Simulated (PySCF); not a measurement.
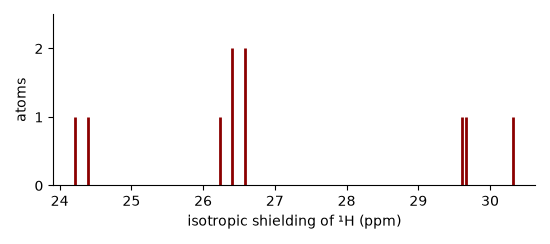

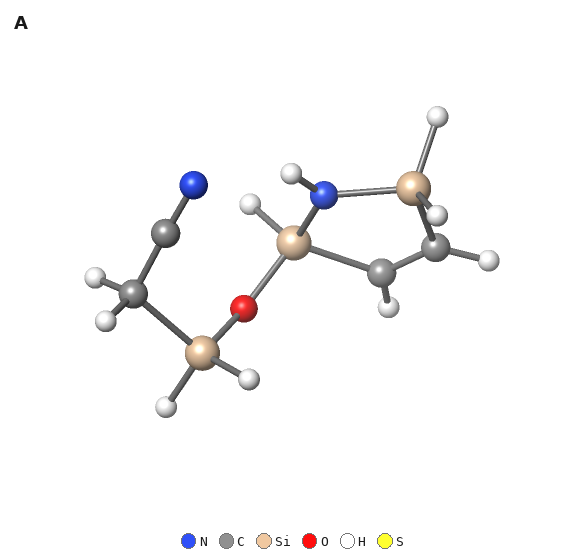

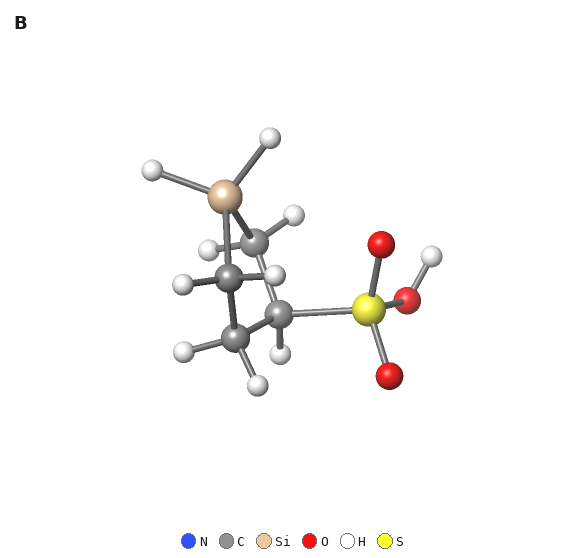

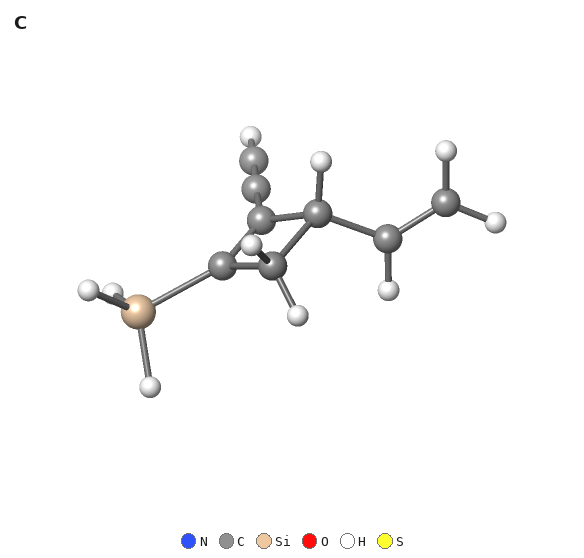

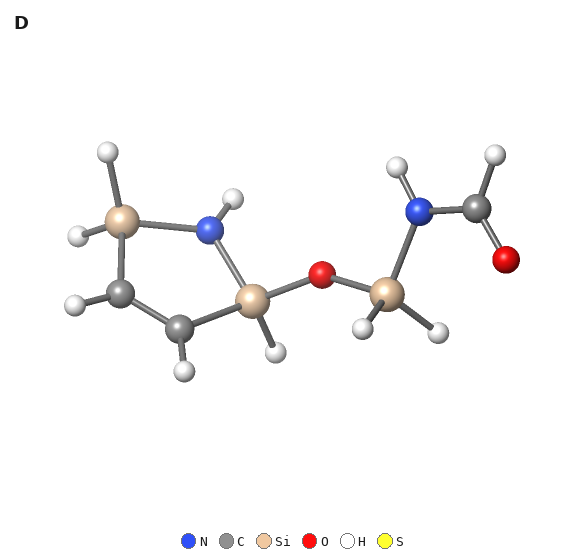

The sticks are computed shieldings of one of the molecules, for one fixed geometry (GFN2-xTB) without averaging over rotations. Low shielding means a high chemical shift. Method: GIAO PBE0/pcSseg-1 NMR shielding, non-relativistic, gas phase (PySCF 2.14.0).

Question: Match the spectrum to a structure.

Answer: A, `N#CC[SiH2]O[Si@@H]1C=C[SiH2]N1`. Its 10 H atoms give lines at 24.22, 24.39, 26.24, 26.41 (2 atoms), 26.58 (2 atoms), 29.61, 29.66, 30.33 ppm.

The geometry is semi-empirical. Around Si such bond lengths and angles can be off by a tenth of an ångström or more and by several degrees, and values that hang on the shape move with them.
